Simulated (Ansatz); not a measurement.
# How far to go with the plane-wave cutoff: LaCoSi2 (Cm, 8 atoms in the cell)

```
LaCoSi2
1.0
    2.12634    -8.31888     0.00000
    2.12634     8.31888     0.00000
    0.00000     0.00000     4.10450
La Co Si
2 2 4
Direct
  0.60858   0.39142   0.76218
  0.39142   0.60858   0.25000
  0.81844   0.18156   0.75000
  0.18156   0.81844   0.25000
  0.95629   0.04371   0.75000
  0.04371   0.95629   0.25000
  0.24957   0.75043   0.75000
  0.75043   0.24957   0.25000
```

Method: PBEsol, default PAW files made with PBE (plane waves; Ansatz, a program for electronic structure).

Base settings: basis.ecutwfc = 420 eV; kpoints.mp_grid.grid = 3 3 3; hamiltonian.xc = pbesol; hamiltonian.pseudopotentials = {kind: paw} (the program's default PAW files); scf.occupations.method = gaussian; scf.occupations.width = 0.1 eV.

The second cell is the first with its lattice scaled by 0.98.

The mesh stays at the base's, so the ladder's end is converged at best in this setting alone.

The first pressure column holds Ansatz's estimate of the finite-basis (Pulay) stress, which hides part of the cutoff error; the other is without it.

Only quantities that move along the ladder and can be compared are tabulated.

The count of work is k-points × plane waves × bands × iterations; it is no time. 

The starting cell comes from a database of computed structures (which also holds hypothetical and non-ambient phases and stackings), without a prior relaxation at this level. Its lattice was rescaled by up to half a per cent. One atom was moved a little off its site on purpose. Spin polarisation is off. In the base run, with a pressure of about -4 GPa the cell is away from its equilibrium volume at this level. Without a gap this mesh is coarse (it stands for a supercell whose shortest vector is 12 Å).

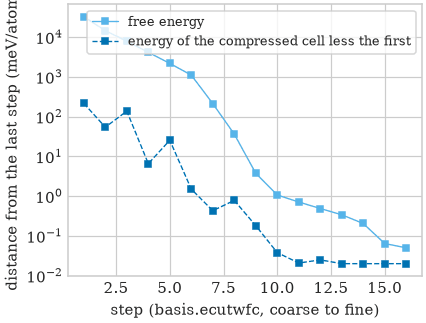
Fig. 1. Distance from the last step along the ladder; very small values are drawn at a floor.

```tsv
basis.ecutwfc	free energy less the last step's (meV/atom)	energy of the compressed cell less the first (meV/atom)	pressure (GPa)	pressure without the Pulay estimate (GPa)	largest difference of a force vector from the last step's (eV/Å)	count of work / last
145 eV	32267.14	-220.34	0.31	-869.16	0.927	0.059
170 eV	14572.94	48.55	1.22	-459.66	0.594	0.085
190 eV	7864.42	-143.01	-3.33	-279.67	1.635	0.092
210 eV	4141.44	0.98	-4.54	-166.78	0.706	0.10
230 eV	2175.92	-31.00	-4.21	-100.62	0.251	0.11
250 eV	1105.57	-7.07	-4.32	-59.90	0.197	0.13
295 eV	212.26	-5.14	-3.97	-18.84	0.043	0.14
335 eV	36.26	-4.79	-4.23	-7.67	0.010	0.17
380 eV	3.76	-5.39	-4.35	-4.74	0.002	0.21
420 eV	1.07	-5.54	-4.36	-4.41	0.000	0.27
460 eV	0.71	-5.55	-4.37	-4.38	0.000	0.31
505 eV	0.49	-5.55	-4.37	-4.38	0.000	0.35
565 eV	0.34	-5.56	-4.37	-4.37	0.000	0.42
630 eV	0.21	-5.57	-4.37	-4.38	0.000	0.49
735 eV	0.06	-5.57	-4.37	-4.37	0.000	0.62
840 eV	0.04	-5.57	-4.37	-4.37	0.000	0.76
1010 eV	0.00	-5.57	-4.37	-4.37	0.000	1.0
```

Coarsest basis.ecutwfc that holds the free energy within 5 meV/atom of the last step, with all finer ones: 380 eV, at 0.21 of the last step's count of work; the step before is off by 36 meV/atom.

Coarsest basis.ecutwfc that holds the energy of the compressed cell less the first within 1 meV/atom of the last step, with all finer ones: 295 eV, at 0.14 of the last step's count of work; the step before is off by 1.5 meV/atom.

Coarsest basis.ecutwfc that holds the forces within 0.02 eV/Å of the last step, with all finer ones: 335 eV, at 0.17 of the last step's count of work; the step before is off by 0.043 eV/Å.

The energy difference between the two cells stays within 1 meV/atom of the last step's from 295 eV on, the total only from 460 eV on: much of the error is common to both cells and cancels.

At the lowest cutoff the pressure without the Pulay estimate lies 865 GPa under the last step's, the usual sign of Pulay stress in an incomplete plane-wave basis.

Keys are those of Ansatz 0.2.
